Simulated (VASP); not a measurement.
Band structure of MnN (relaxed from the zinc blende structure, space group F-43m). All values below come from PBEsol GGA, VASP's PBE PAW potentials (set 64) (plane waves; VASP).

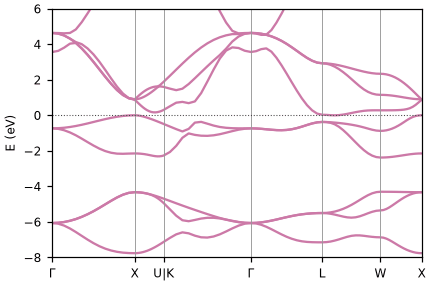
*Bands along high-symmetry lines, zero at the valence-band maximum or, without a gap, the Fermi level*

Task: Read the plot: is there a gap, and where are the band edges?

Result: It has no gap at this level: it comes out as a metal or semimetal. (Edges off the drawn lines would not show.)

The structure was generated: MnN was put into the zinc blende type (F-43m), which need not be its known phase. It was relaxed first, which changed the volume by -35 %. The run is not spin-polarised, so no magnetic state was tried.
